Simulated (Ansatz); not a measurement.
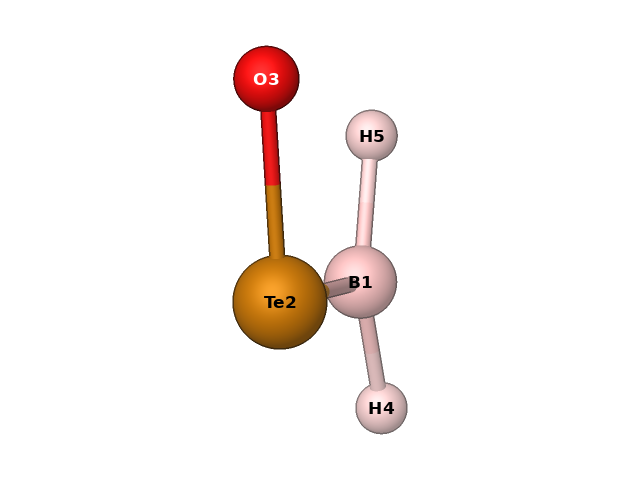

The picture comes from a calculation with Ansatz.

B1 lies behind Te2. The molecule seen a little off the Te2–B1 bond, Te2 in front. Distant atoms are faded towards the background colour. The species is neutral and a spin doublet. Geometry: moved along internal coordinates away from the minimum.

**What is the torsion angle O3–Te2–B1–H4? The sign is positive where the front bond must turn clockwise to cover the back bond.**

180°, antiperiplanar (anti).
